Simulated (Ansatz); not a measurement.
# C$_{2}$H$_{9}$NSi$_{2}$ (SMILES C=C(N)[SiH2][SiH3]): what the fields show

Input file:

```
crystal:
  periodic: [false, false, false]
  atoms:
    - {symbol: C, position_ang: [-1.392204, 0.517704, 0.912871]}
    - {symbol: C, position_ang: [-0.119656, 0.879004, 0.701431]}
    - {symbol: N, position_ang: [0.519586, 1.886304, 1.405070]}
    - {symbol: Si, position_ang: [0.859455, 0.109404, -0.706207]}
    - {symbol: Si, position_ang: [-0.052856, -1.936649, -1.370674]}
    - {symbol: H, position_ang: [-1.876582, -0.222857, 0.291015]}
    - {symbol: H, position_ang: [-1.996278, 0.969558, 1.696122]}
    - {symbol: H, position_ang: [1.517994, 1.804076, 1.500453]}
    - {symbol: H, position_ang: [0.069410, 2.190026, 2.255875]}
    - {symbol: H, position_ang: [2.260161, -0.103595, -0.230657]}
    - {symbol: H, position_ang: [0.943518, 1.050445, -1.858099]}
    - {symbol: H, position_ang: [0.714141, -2.472670, -2.528001]}
    - {symbol: H, position_ang: [0.014163, -2.920270, -0.257418]}
    - {symbol: H, position_ang: [-1.473949, -1.779783, -1.782881]}
basis:
  gaussian: {orbitals: def2-TZVPP}
hamiltonian: {xc: pbe0, dispersion: d4}
output: {orbitals: {seedname: orbitals}}
```

Run with:

```sh
ansatz run in.yaml --threads 4 --pin off --events-out ev --progress --plain --max-ram 10444MiB
```

Geometry: PBE0-D4/def2-TZVP.

All numbers below come from RKS PBE0-D4/def2-TZVPP (Ansatz).

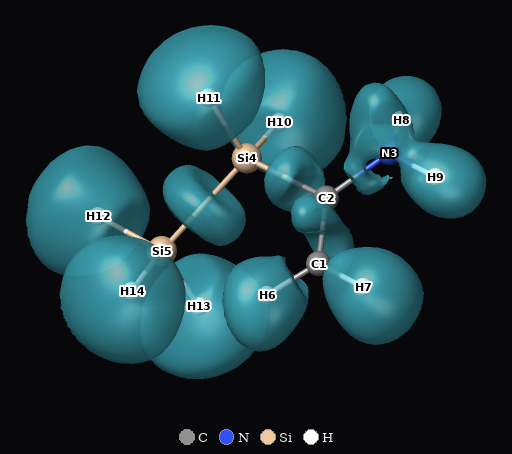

Figure 1. Isosurface of the electron localisation function at 0.8 (cyan), seen at a tilt. Core shells and regions of very low density are left out.

What do the ELF domains correspond to?

Answer. The surface consists of one region between bonded C–C atoms (shared pairs), one region between bonded C–Si atoms (shared pairs), one region between bonded Si–Si atoms (shared pairs), seven regions around hydrogen nuclei and one joined region spread over several atoms (H, N), in which their bonds and any lone pairs are merged.


C–C (1.34 Å): the ELF peaks at about 0.90 between the atoms (a multiple bond). C–N (1.39 Å): the ELF peaks at about 0.90 between the atoms (a covalent bond).

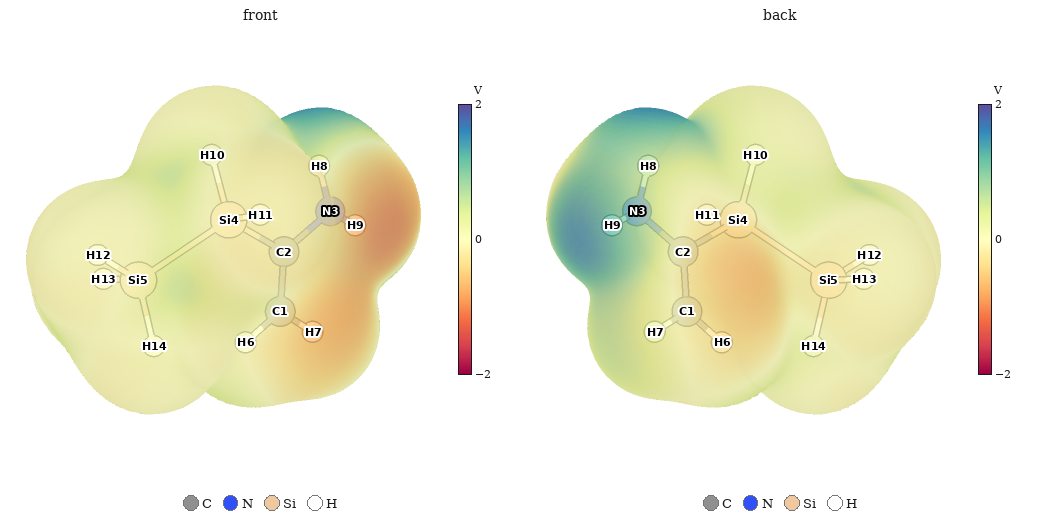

Figure 2. The electrostatic potential painted on the density surface at 0.001 e/bohr³, seen from the front and from behind; red is negative and blue positive.

Where is the surface potential most negative and most positive?

Answer. The most negative region (about −0.9 V, or −21 kcal/mol for a unit charge) lies over N3, the most positive (about +1.5 V, or +35 kcal/mol for a unit charge) over H8 and H9.

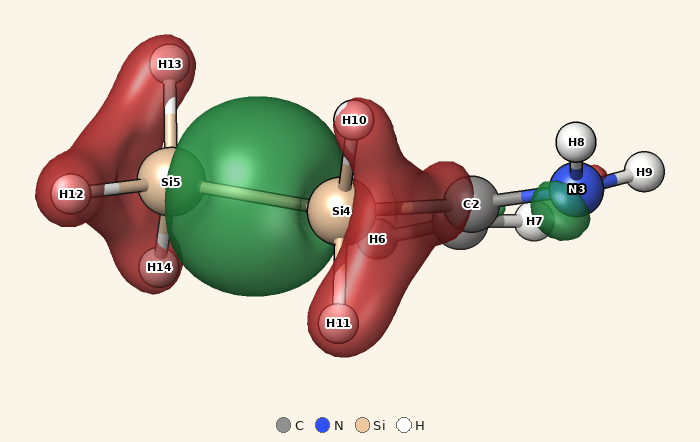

Figure 3. The HOMO−1 at ±0.15 Å⁻³ᐟ² (green and red are the two phases), seen from one side.

What is the character of this orbital?

Answer. Its weight (Hirshfeld) is mainly on Si5 (about 35 %) and Si4 (about 35 %). Its energy is −8.26 eV.
